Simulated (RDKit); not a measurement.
Geometry relaxation of C₂H₉OSi₂ (charge −1)

C₂H₉OSi₂, charge −1, SMILES CC[SiH2]O[SiH2-], computed with UFF (RDKit 2026.09.1).

The geometry comes from this level: GFN2-xTB.

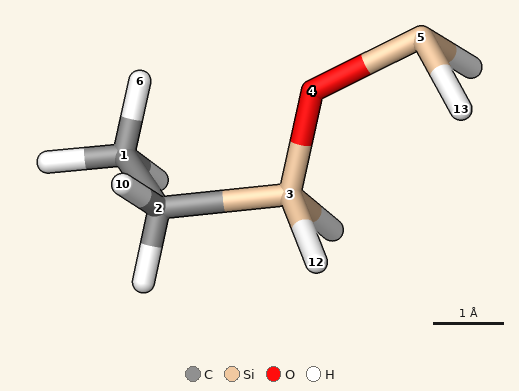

Fig. 1: The starting structure (stick view, seen at a tilt; atoms are numbered from 1 in the order of the input). Bond lengths as drawn: C–C 1.52 Å, C–H 1.09 to 1.10 Å, C–Si 1.90 Å, H–Si 1.48 to 1.50 Å and O–Si 1.56 to 1.78 Å.

Input file (ff.py):
```python
# UFF minimise with RDKit
import json
import numpy as np
from rdkit import Chem
from rdkit.Chem import AllChem
from rdkit.Chem import rdDetermineBonds

molecule = Chem.MolFromXYZFile("mol.xyz")
rdDetermineBonds.DetermineBonds(molecule, charge=-1)
print("perceived SMILES:", Chem.MolToSmiles(Chem.RemoveHs(molecule)))
symbols = [a.GetSymbol() for a in molecule.GetAtoms()]
start = molecule.GetConformer().GetPositions().copy()

ff = AllChem.UFFGetMoleculeForceField(molecule)
e0 = ff.CalcEnergy()
print(f"start   E = {e0:.5f} kcal/mol")
path, flag, n = [], 1, 0
while flag and n < 2000:
    flag = ff.Minimize(maxIts=20, forceTol=0.0001)
    n += 20
    path.append((n, ff.CalcEnergy(), molecule.GetConformer().GetPositions().tolist()))
    print(f"{n:5d}   E = {path[-1][1]:.5f} kcal/mol")
print("converged" if flag == 0 else "iteration limit reached")
final = molecule.GetConformer().GetPositions()
for a, p in zip(symbols, final):
    print(f"{a:<2} {p[0]:11.5f} {p[1]:11.5f} {p[2]:11.5f}")
print(f"energy gained {e0 - path[-1][1]:.4f} kcal/mol")
json.dump(dict(symbols=symbols, start=start.tolist(), start_energy=e0, energy=path[-1][1], final=final.tolist(), path=path, success=flag == 0), open("results.json", "w"))
```

File mol.xyz:
```
14

C      1.096860     0.062110     1.811940
C      0.808350    -0.979880     0.750410
Si    -0.550300    -0.421630    -0.450060
O     -0.044410     0.806420    -1.266010
Si    -0.859600     1.746570    -2.535720
H      1.404160     0.993260     1.339780
H      1.887480    -0.252960     2.501300
H      0.198320     0.261990     2.395630
H      0.489940    -1.909360     1.227560
H      1.726360    -1.206630     0.206480
H     -1.749100    -0.171680     0.383580
H     -0.881810    -1.614270    -1.264780
H     -1.419290     0.598620    -3.326440
H     -2.106960     2.087440    -1.773670
```

Run on 1 thread of Intel Xeon (Sapphire Rapids), 16 GiB of memory available, shared host.

Launch command:
```bash
python ff.py
```

Log:
```
perceived SMILES: CC[SiH2]O[SiH2-]
[19:36:38] UFFTYPER: Unrecognized charge state for atom: 4
start   E = 35.92636 kcal/mol
   20   E = -0.04254 kcal/mol
   40   E = -0.38543 kcal/mol
   60   E = -0.39627 kcal/mol
   80   E = -0.40048 kcal/mol
  100   E = -0.40141 kcal/mol
  120   E = -0.40162 kcal/mol
  140   E = -0.40169 kcal/mol
  160   E = -0.40174 kcal/mol
  180   E = -0.40177 kcal/mol
  200   E = -0.40178 kcal/mol
  220   E = -0.40179 kcal/mol
  240   E = -0.40179 kcal/mol
  260   E = -0.40179 kcal/mol
  280   E = -0.40179 kcal/mol
  300   E = -0.40179 kcal/mol
converged
C      1.09787     0.05991     1.81003
C      0.77049    -1.00156     0.76816
Si    -0.48229    -0.36263    -0.46921
O      0.17722     0.99528    -1.29441
Si    -1.04880     1.52758    -2.37654
H      1.53498     0.95805     1.32370
H      1.83699    -0.34606     2.53224
H      0.18158     0.35096     2.36685
H      0.35250    -1.89926     1.27028
H      1.69558    -1.29096     0.22666
H     -1.70556     0.02228     0.25373
H     -0.78762    -1.43767    -1.42687
H     -1.37559     0.47308    -3.35009
H     -2.24737     1.95102    -1.63451
energy gained 36.3281 kcal/mol
```

Trajectory as extended XYZ (Å, eV, eV/Å), 15 frames, from step=20 to step=300:
```
14
Properties=species:S:1:pos:R:3 step=20 energy=-0.00185
C     1.0748    0.0604    1.8132
C     0.7800   -1.0055    0.7606
Si   -0.4863   -0.3816   -0.4713
O     0.1852    0.9636   -1.3176
Si   -1.0243    1.5276   -2.3978
H     1.4600    0.9842    1.3506
H     1.8550   -0.3171    2.5018
H     0.1773    0.2867    2.4067
H     0.3835   -1.9055    1.2545
H     1.7107   -1.2616    0.2242
H    -1.6971    0.0218    0.2555
H    -0.8027   -1.4574   -1.3958
H    -1.4339    0.4590   -3.3248
H    -2.1820    2.0256   -1.6599
14
Properties=species:S:1:pos:R:3 step=40 energy=-0.01671
C     1.0844    0.0563    1.8191
C     0.7793   -0.9982    0.7640
Si   -0.4766   -0.3651   -0.4736
O     0.1912    0.9742   -1.3217
Si   -1.0402    1.5155   -2.3918
H     1.4918    0.9742    1.3417
H     1.8409   -0.3372    2.5299
H     0.1636    0.3126    2.3873
H     0.3766   -1.9108    1.2524
H     1.7108   -1.2653    0.2225
H    -1.6945    0.0386    0.2494
H    -0.7956   -1.4497   -1.4163
H    -1.4289    0.4492   -3.3253
H    -2.2029    2.0059   -1.6378
14
Properties=species:S:1:pos:R:3 step=60 energy=-0.01718
C     1.0916    0.0595    1.8137
C     0.7769   -0.9986    0.7648
Si   -0.4763   -0.3651   -0.4752
O     0.1859    0.9843   -1.3122
Si   -1.0484    1.5234   -2.3809
H     1.5302    0.9616    1.3346
H     1.8246   -0.3477    2.5431
H     0.1682    0.3472    2.3619
H     0.3629   -1.9018    1.2604
H     1.7064   -1.2788    0.2259
H    -1.6994    0.0244    0.2459
H    -0.7875   -1.4484   -1.4228
H    -1.4084    0.4615   -3.3354
H    -2.2267    1.9786   -1.6238
14
Properties=species:S:1:pos:R:3 step=80 energy=-0.01737
C     1.0916    0.0605    1.8117
C     0.7743   -1.0011    0.7667
Si   -0.4771   -0.3669   -0.4742
O     0.1848    0.9851   -1.3072
Si   -1.0469    1.5251   -2.3791
H     1.5250    0.9623    1.3285
H     1.8304   -0.3420    2.5362
H     0.1715    0.3451    2.3659
H     0.3595   -1.9020    1.2657
H     1.7029   -1.2843    0.2279
H    -1.7001    0.0235    0.2469
H    -0.7839   -1.4455   -1.4267
H    -1.4037    0.4657   -3.3369
H    -2.2286    1.9745   -1.6254
14
Properties=species:S:1:pos:R:3 step=100 energy=-0.01741
C     1.0951    0.0614    1.8091
C     0.7712   -1.0022    0.7685
Si   -0.4793   -0.3664   -0.4727
O     0.1812    0.9903   -1.2992
Si   -1.0477    1.5284   -2.3750
H     1.5302    0.9602    1.3223
H     1.8347   -0.3417    2.5325
H     0.1776    0.3510    2.3642
H     0.3527   -1.8993    1.2715
H     1.6979   -1.2915    0.2298
H    -1.7041    0.0184    0.2478
H    -0.7825   -1.4433   -1.4289
H    -1.3881    0.4733   -3.3436
H    -2.2387    1.9615   -1.6263
14
Properties=species:S:1:pos:R:3 step=120 energy=-0.01742
C     1.0957    0.0611    1.8096
C     0.7713   -1.0019    0.7684
Si   -0.4800   -0.3656   -0.4718
O     0.1800    0.9911   -1.2985
Si   -1.0486    1.5277   -2.3756
H     1.5333    0.9589    1.3230
H     1.8333   -0.3435    2.5340
H     0.1780    0.3521    2.3641
H     0.3536   -1.8995    1.2708
H     1.6977   -1.2908    0.2289
H    -1.7042    0.0198    0.2491
H    -0.7833   -1.4417   -1.4287
H    -1.3863    0.4732   -3.3452
H    -2.2407    1.9592   -1.6280
14
Properties=species:S:1:pos:R:3 step=140 energy=-0.01742
C     1.0964    0.0607    1.8096
C     0.7709   -1.0019    0.7683
Si   -0.4807   -0.3646   -0.4711
O     0.1793    0.9927   -1.2970
Si   -1.0484    1.5279   -2.3758
H     1.5329    0.9590    1.3231
H     1.8355   -0.3439    2.5327
H     0.1795    0.3513    2.3653
H     0.3527   -1.8992    1.2709
H     1.6969   -1.2913    0.2284
H    -1.7048    0.0201    0.2506
H    -0.7848   -1.4407   -1.4280
H    -1.3824    0.4733   -3.3469
H    -2.2430    1.9567   -1.6302
14
Properties=species:S:1:pos:R:3 step=160 energy=-0.01742
C     1.0967    0.0606    1.8098
C     0.7709   -1.0017    0.7683
Si   -0.4810   -0.3643   -0.4707
O     0.1788    0.9930   -1.2966
Si   -1.0486    1.5277   -2.3759
H     1.5340    0.9586    1.3233
H     1.8352   -0.3446    2.5331
H     0.1797    0.3516    2.3654
H     0.3530   -1.8994    1.2706
H     1.6967   -1.2909    0.2278
H    -1.7050    0.0208    0.2510
H    -0.7853   -1.4400   -1.4278
H    -1.3814    0.4732   -3.3474
H    -2.2437    1.9555   -1.6309
14
Properties=species:S:1:pos:R:3 step=180 energy=-0.01742
C     1.0974    0.0603    1.8099
C     0.7706   -1.0016    0.7682
Si   -0.4817   -0.3634   -0.4699
O     0.1780    0.9942   -1.2954
Si   -1.0486    1.5277   -2.3762
H     1.5340    0.9585    1.3234
H     1.8366   -0.3452    2.5324
H     0.1808    0.3510    2.3664
H     0.3525   -1.8992    1.2704
H     1.6960   -1.2912    0.2272
H    -1.7054    0.0214    0.2524
H    -0.7865   -1.4389   -1.4272
H    -1.3781    0.4732   -3.3488
H    -2.2456    1.9532   -1.6329
14
Properties=species:S:1:pos:R:3 step=200 energy=-0.01742
C     1.0974    0.0602    1.8099
C     0.7706   -1.0016    0.7682
Si   -0.4818   -0.3633   -0.4698
O     0.1778    0.9944   -1.2952
Si   -1.0487    1.5276   -2.3763
H     1.5346    0.9583    1.3235
H     1.8363   -0.3455    2.5326
H     0.1809    0.3512    2.3663
H     0.3527   -1.8993    1.2704
H     1.6960   -1.2910    0.2271
H    -1.7054    0.0217    0.2527
H    -0.7867   -1.4386   -1.4272
H    -1.3778    0.4731   -3.3491
H    -2.2459    1.9528   -1.6331
14
Properties=species:S:1:pos:R:3 step=220 energy=-0.01742
C     1.0977    0.0600    1.8100
C     0.7705   -1.0016    0.7682
Si   -0.4821   -0.3629   -0.4694
O     0.1775    0.9950   -1.2947
Si   -1.0488    1.5276   -2.3765
H     1.5347    0.9582    1.3236
H     1.8368   -0.3458    2.5322
H     0.1813    0.3510    2.3666
H     0.3525   -1.8992    1.2704
H     1.6958   -1.2910    0.2269
H    -1.7054    0.0220    0.2534
H    -0.7873   -1.4380   -1.4270
H    -1.3764    0.4731   -3.3497
H    -2.2469    1.9517   -1.6340
14
Properties=species:S:1:pos:R:3 step=240 energy=-0.01742
C     1.0977    0.0600    1.8100
C     0.7705   -1.0016    0.7682
Si   -0.4821   -0.3628   -0.4694
O     0.1774    0.9950   -1.2947
Si   -1.0488    1.5276   -2.3765
H     1.5348    0.9581    1.3236
H     1.8368   -0.3459    2.5323
H     0.1814    0.3510    2.3667
H     0.3525   -1.8993    1.2703
H     1.6957   -1.2910    0.2268
H    -1.7055    0.0221    0.2534
H    -0.7873   -1.4380   -1.4270
H    -1.3763    0.4731   -3.3498
H    -2.2469    1.9516   -1.6341
14
Properties=species:S:1:pos:R:3 step=260 energy=-0.01742
C     1.0979    0.0599    1.8100
C     0.7705   -1.0015    0.7681
Si   -0.4823   -0.3626   -0.4692
O     0.1772    0.9953   -1.2944
Si   -1.0488    1.5276   -2.3765
H     1.5350    0.9580    1.3237
H     1.8369   -0.3461    2.5323
H     0.1816    0.3510    2.3668
H     0.3525   -1.8992    1.2703
H     1.6956   -1.2910    0.2266
H    -1.7055    0.0223    0.2537
H    -0.7876   -1.4377   -1.4268
H    -1.3756    0.4731   -3.3501
H    -2.2474    1.9510   -1.6345
14
Properties=species:S:1:pos:R:3 step=280 energy=-0.01742
C     1.0979    0.0599    1.8100
C     0.7705   -1.0016    0.7682
Si   -0.4823   -0.3626   -0.4692
O     0.1772    0.9953   -1.2944
Si   -1.0488    1.5276   -2.3765
H     1.5350    0.9580    1.3237
H     1.8370   -0.3461    2.5322
H     0.1816    0.3510    2.3668
H     0.3525   -1.8993    1.2703
H     1.6956   -1.2910    0.2267
H    -1.7056    0.0223    0.2537
H    -0.7876   -1.4377   -1.4269
H    -1.3756    0.4731   -3.3501
H    -2.2474    1.9510   -1.6345
14
Properties=species:S:1:pos:R:3 step=300 energy=-0.01742
C     1.0979    0.0599    1.8100
C     0.7705   -1.0016    0.7682
Si   -0.4823   -0.3626   -0.4692
O     0.1772    0.9953   -1.2944
Si   -1.0488    1.5276   -2.3765
H     1.5350    0.9580    1.3237
H     1.8370   -0.3461    2.5322
H     0.1816    0.3510    2.3668
H     0.3525   -1.8993    1.2703
H     1.6956   -1.2910    0.2267
H    -1.7056    0.0223    0.2537
H    -0.7876   -1.4377   -1.4269
H    -1.3756    0.4731   -3.3501
H    -2.2474    1.9510   -1.6345
```

Key numbers:

- outcome: converged
- total energy: −0.000640 hartree
- peak memory: 0.076 GiB

The record of the run, not the program, notes: bonds changed in the optimisation.
